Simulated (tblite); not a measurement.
# Geometry relaxation, with input and output: CH6ClSi2 (part 2 of 2)

The same run, continued: CH6ClSi2, multiplicity 2, SMILES [SiH3][C]([SiH3])Cl; GFN2-xTB geometry optimisation, gas phase (tblite 0.8.0). 

Geometry of the input (Å):
```
C  -0.0524  0.7478  -0.0635
Si 1.5617  -0.0911  -0.0349
Si -1.5243  -0.2711  0.2426
Cl -0.2036  2.1552  -1.0605
H  1.6871  -0.8594  1.2014
H  1.8487  -0.9385  -1.1691
H  2.6054  0.9654  -0.0574
H  -2.1428  0.0600  1.5116
H  -1.1549  -1.6876  0.1989
H  -2.6239  -0.0954  -0.7496
```

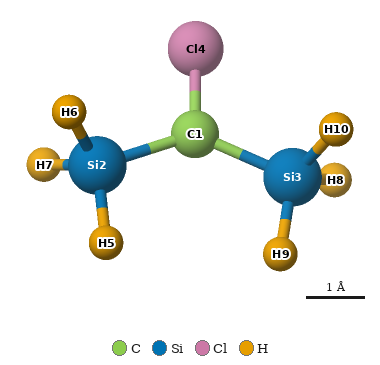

Figure 1. The geometry at step 95 of the log (ball-and-stick view, seen at a tilt; atoms are numbered from 1 in the order of the input).

Trajectory as extended XYZ, continued
```
10
Properties=species:S:1:pos:R:3:forces:R:3 step=60 energy=-357.47844
C    -0.0530    0.5439   -0.1901    0.0050  -0.0070   0.0080
Si    1.7109   -0.0824   -0.0953    0.0200  -0.0160   0.0010
Si   -1.6618   -0.3053    0.2654   -0.0260  -0.0010  -0.0080
Cl   -0.2444    2.1065   -0.8683   -0.0090   0.0090   0.0010
H     1.7718   -0.9981    1.0439    0.0140  -0.0150  -0.0240
H     2.0596   -0.7872   -1.3377    0.0070   0.0220   0.0420
H     2.6105    1.0572    0.0891    0.0030  -0.0150  -0.0040
H    -2.2477    0.3279    1.4552    0.0070  -0.0100  -0.0570
H    -1.3722   -1.7145    0.5315    0.0230   0.0440   0.0010
H    -2.5728   -0.1627   -0.8741   -0.0440  -0.0120   0.0430
10
Properties=species:S:1:pos:R:3:forces:R:3 step=65 energy=-357.48013
C    -0.0478    0.5341   -0.1511    0.0010   0.0210  -0.0150
Si    1.7159   -0.0937   -0.1233    0.0810  -0.0220   0.0110
Si   -1.6640   -0.2992    0.3015   -0.0890  -0.0230  -0.0010
Cl   -0.2526    2.0818   -0.8619    0.0110   0.0060   0.0120
H     1.7588   -1.1577    0.8845    0.0220   0.0470  -0.0830
H     2.0875   -0.6077   -1.4539   -0.0090   0.0260   0.1100
H     2.6059    1.0212    0.2238   -0.0290  -0.0730  -0.0120
H    -2.3467    0.4735    1.3529    0.0410  -0.0570  -0.0970
H    -1.3727   -1.6588    0.7678    0.0000   0.1160  -0.0450
H    -2.4834   -0.3083   -0.9207   -0.0280  -0.0410   0.1200
10
Properties=species:S:1:pos:R:3:forces:R:3 step=70 energy=-357.48661
C    -0.0503    0.5400   -0.1562    0.0010   0.0230  -0.0180
Si    1.7097   -0.0973   -0.1232    0.0630   0.0520  -0.0140
Si   -1.6631   -0.2934    0.3011   -0.0170  -0.0380   0.0070
Cl   -0.2531    2.0910   -0.8573    0.0240   0.0220  -0.0010
H     1.7473   -1.1903    0.8431    0.0070  -0.0240   0.0180
H     2.0937   -0.5776   -1.4556    0.0110  -0.0100  -0.0120
H     2.6058    0.9989    0.2548   -0.0090  -0.0250   0.0130
H    -2.3540    0.5021    1.3194   -0.0130  -0.0020   0.0090
H    -1.3412   -1.6303    0.7972   -0.0060   0.0290  -0.0010
H    -2.4939   -0.3577   -0.9037   -0.0610  -0.0270   0.0000
10
Properties=species:S:1:pos:R:3:forces:R:3 step=75 energy=-357.48984
C    -0.0521    0.5388   -0.1721    0.0000  -0.0040  -0.0030
Si    1.7098   -0.1027   -0.1383    0.0100  -0.0060   0.0010
Si   -1.6638   -0.2893    0.3047   -0.0150  -0.0070   0.0000
Cl   -0.2534    2.1058   -0.8369    0.0410   0.0090  -0.0140
H     1.7315   -1.2581    0.7585   -0.0110   0.0270  -0.0120
H     2.1215   -0.5087   -1.4878    0.0080   0.0180   0.0010
H     2.5976    0.9617    0.3354    0.0000  -0.0100  -0.0030
H    -2.3778    0.5722    1.2521   -0.0030  -0.0250   0.0170
H    -1.3102   -1.5798    0.8928   -0.0330   0.0190  -0.0030
H    -2.5020   -0.4546   -0.8887    0.0040  -0.0210   0.0150
10
Properties=species:S:1:pos:R:3:forces:R:3 step=80 energy=-357.49151
C    -0.0522    0.5366   -0.1730   -0.0020   0.0090  -0.0010
Si    1.7118   -0.1031   -0.1450   -0.0150  -0.0100  -0.0160
Si   -1.6687   -0.2853    0.3097   -0.0030   0.0270   0.0060
Cl   -0.2273    2.1066   -0.8420   -0.0070  -0.0150  -0.0020
H     1.7212   -1.2847    0.7147    0.0030   0.0050  -0.0060
H     2.1324   -0.4553   -1.5077    0.0030   0.0080   0.0180
H     2.5999    0.9436    0.3670   -0.0100  -0.0080   0.0040
H    -2.4014    0.5874    1.2346    0.0150  -0.0160  -0.0270
H    -1.3210   -1.5530    0.9460   -0.0010  -0.0090  -0.0020
H    -2.4938   -0.5074   -0.8847    0.0160   0.0090   0.0260
10
Properties=species:S:1:pos:R:3:forces:R:3 step=85 energy=-357.49199
C    -0.0527    0.5387   -0.1731    0.0050  -0.0120  -0.0030
Si    1.7082   -0.1079   -0.1547    0.0160  -0.0010   0.0080
Si   -1.6661   -0.2820    0.3180   -0.0030  -0.0140   0.0030
Cl   -0.2259    2.1082   -0.8409   -0.0080  -0.0010  -0.0080
H     1.7116   -1.3133    0.6719   -0.0040   0.0060  -0.0210
H     2.1468   -0.4111   -1.5230   -0.0080   0.0000   0.0170
H     2.5926    0.9193    0.4023   -0.0060  -0.0020   0.0010
H    -2.4160    0.6156    1.2007    0.0020   0.0000   0.0080
H    -1.3181   -1.5311    0.9921   -0.0010   0.0150  -0.0020
H    -2.4793   -0.5511   -0.8736    0.0060   0.0080  -0.0030
10
Properties=species:S:1:pos:R:3:forces:R:3 step=90 energy=-357.49230
C    -0.0519    0.5357   -0.1707   -0.0030   0.0170  -0.0050
Si    1.7088   -0.1090   -0.1580    0.0070   0.0100   0.0010
Si   -1.6651   -0.2813    0.3256   -0.0130   0.0060  -0.0080
Cl   -0.2271    2.1025   -0.8465   -0.0040  -0.0100  -0.0020
H     1.7038   -1.3390    0.6292    0.0030  -0.0070  -0.0010
H     2.1492   -0.3715   -1.5329    0.0070  -0.0030  -0.0010
H     2.5908    0.9022    0.4315   -0.0050  -0.0060   0.0030
H    -2.4309    0.6339    1.1762    0.0070  -0.0040   0.0060
H    -1.3157   -1.5086    1.0365   -0.0040  -0.0010  -0.0020
H    -2.4609   -0.5797   -0.8714    0.0050  -0.0020   0.0090
10
Properties=species:S:1:pos:R:3:forces:R:3 step=95 energy=-357.49241
C    -0.0524    0.5362   -0.1742    0.0010   0.0010   0.0020
Si    1.7084   -0.1099   -0.1629   -0.0100  -0.0060  -0.0010
Si   -1.6649   -0.2784    0.3301    0.0070   0.0030   0.0000
Cl   -0.2269    2.1025   -0.8498   -0.0040  -0.0010  -0.0070
H     1.6960   -1.3579    0.5960    0.0020  -0.0010  -0.0030
H     2.1592   -0.3424   -1.5399    0.0060   0.0010   0.0030
H     2.5861    0.8851    0.4579    0.0030   0.0040   0.0050
H    -2.4381    0.6496    1.1590    0.0020   0.0020   0.0060
H    -1.3150   -1.4900    1.0667    0.0010  -0.0050   0.0040
H    -2.4513   -0.6095   -0.8632   -0.0080   0.0020  -0.0080
10
Properties=species:S:1:pos:R:3:forces:R:3 step=100 energy=-357.49250
C    -0.0529    0.5368   -0.1733    0.0010  -0.0120  -0.0020
Si    1.7079   -0.1093   -0.1617    0.0040   0.0020   0.0020
Si   -1.6656   -0.2784    0.3296    0.0030  -0.0010   0.0010
Cl   -0.2310    2.0998   -0.8554    0.0010   0.0020  -0.0070
H     1.7009   -1.3566    0.5980   -0.0060  -0.0020   0.0040
H     2.1622   -0.3471   -1.5365    0.0010   0.0060  -0.0040
H     2.5851    0.8882    0.4569   -0.0020   0.0010   0.0020
H    -2.4341    0.6467    1.1665   -0.0010   0.0010   0.0000
H    -1.3182   -1.4939    1.0616    0.0020  -0.0020  -0.0030
H    -2.4535   -0.6010   -0.8659   -0.0030   0.0050   0.0060
10
Properties=species:S:1:pos:R:3:forces:R:3 step=105 energy=-357.49277
C    -0.0538    0.5315   -0.1875   -0.0010   0.0280  -0.0040
Si    1.7098   -0.1081   -0.1629   -0.0060   0.0050   0.0030
Si   -1.6641   -0.2765    0.3360   -0.0060  -0.0100  -0.0270
Cl   -0.2369    2.0908   -0.8829    0.0090  -0.0470   0.0130
H     1.6923   -1.3697    0.5726   -0.0050  -0.0050   0.0060
H     2.1847   -0.3171   -1.5348   -0.0010   0.0050  -0.0110
H     2.5809    0.8748    0.4876   -0.0100   0.0040   0.0030
H    -2.4304    0.6524    1.1695    0.0010   0.0160   0.0120
H    -1.3202   -1.4888    1.0746    0.0120   0.0000  -0.0040
H    -2.4612   -0.6041   -0.8527    0.0040   0.0040   0.0090
10
Properties=species:S:1:pos:R:3:forces:R:3 step=110 energy=-357.49371
C    -0.0575    0.5247   -0.2190   -0.0040  -0.0370   0.0290
Si    1.7087   -0.1031   -0.1484    0.0090  -0.0100  -0.0110
Si   -1.6618   -0.2746    0.3350   -0.0110   0.0060   0.0270
Cl   -0.2485    2.0563   -0.9623    0.0080   0.0210  -0.0130
H     1.6791   -1.3566    0.6030    0.0030   0.0210  -0.0070
H     2.2117   -0.3253   -1.5093   -0.0040   0.0050   0.0080
H     2.5624    0.8931    0.5061   -0.0120  -0.0030   0.0030
H    -2.3789    0.6249    1.2468    0.0270  -0.0140  -0.0240
H    -1.3052   -1.5249    1.0019   -0.0010   0.0110  -0.0050
H    -2.5091   -0.5292   -0.8341   -0.0150  -0.0010  -0.0080
10
Properties=species:S:1:pos:R:3:forces:R:3 step=115 energy=-357.49430
C    -0.0604    0.5080   -0.2405   -0.0010   0.0310  -0.0160
Si    1.7107   -0.1022   -0.1476    0.0090  -0.0030   0.0010
Si   -1.6642   -0.2717    0.3391   -0.0020  -0.0060   0.0080
Cl   -0.2487    2.0282   -1.0140    0.0030  -0.0200   0.0090
H     1.6782   -1.3683    0.5795    0.0040  -0.0070   0.0020
H     2.2472   -0.2893   -1.5004   -0.0090   0.0090   0.0090
H     2.5361    0.8875    0.5522   -0.0060   0.0010  -0.0060
H    -2.3544    0.6294    1.2668    0.0110   0.0120   0.0010
H    -1.3036   -1.5246    0.9966   -0.0040  -0.0120   0.0030
H    -2.5398   -0.5118   -0.8119   -0.0060  -0.0030  -0.0120
10
Properties=species:S:1:pos:R:3:forces:R:3 step=120 energy=-357.49455
C    -0.0622    0.4975   -0.2554    0.0010  -0.0090   0.0030
Si    1.7113   -0.1035   -0.1464   -0.0070   0.0030   0.0030
Si   -1.6649   -0.2706    0.3441    0.0020  -0.0020  -0.0060
Cl   -0.2501    2.0073   -1.0457   -0.0030   0.0040  -0.0030
H     1.6800   -1.3857    0.5522    0.0030   0.0000   0.0040
H     2.2711   -0.2537   -1.4933   -0.0060   0.0030  -0.0060
H     2.5128    0.8821    0.5855    0.0080   0.0000   0.0050
H    -2.3374    0.6432    1.2731    0.0070   0.0030  -0.0010
H    -1.3083   -1.5233    1.0055   -0.0060   0.0010  -0.0040
H    -2.5514   -0.5081   -0.8001    0.0000  -0.0030   0.0030
10
Properties=species:S:1:pos:R:3:forces:R:3 step=125 energy=-357.49466
C    -0.0632    0.4912   -0.2616    0.0020   0.0110   0.0000
Si    1.7118   -0.1018   -0.1427    0.0100  -0.0010  -0.0020
Si   -1.6662   -0.2721    0.3421   -0.0010   0.0050   0.0010
Cl   -0.2517    2.0003   -1.0545   -0.0020  -0.0060   0.0010
H     1.6849   -1.3818    0.5601    0.0000  -0.0010   0.0010
H     2.2728   -0.2516   -1.4893   -0.0030   0.0000  -0.0020
H     2.5119    0.8862    0.5882   -0.0010  -0.0010   0.0020
H    -2.3224    0.6430    1.2817    0.0000  -0.0030  -0.0020
H    -1.3151   -1.5317    0.9926   -0.0030  -0.0020   0.0000
H    -2.5619   -0.4962   -0.7970   -0.0020  -0.0020   0.0000
10
Properties=species:S:1:pos:R:3:forces:R:3 step=127 energy=-357.49468
C    -0.0624    0.4916   -0.2585    0.0000   0.0040   0.0010
Si    1.7129   -0.1018   -0.1426    0.0030   0.0020  -0.0010
Si   -1.6666   -0.2721    0.3419    0.0000   0.0020   0.0000
Cl   -0.2520    1.9999   -1.0524    0.0000  -0.0020  -0.0010
H     1.6877   -1.3809    0.5620    0.0000   0.0000   0.0000
H     2.2696   -0.2526   -1.4911   -0.0010  -0.0010   0.0020
H     2.5140    0.8870    0.5860   -0.0010  -0.0010   0.0000
H    -2.3247    0.6427    1.2805    0.0010  -0.0030  -0.0030
H    -1.3176   -1.5321    0.9930   -0.0020  -0.0010   0.0000
H    -2.5601   -0.4963   -0.7992    0.0000   0.0000   0.0030
```
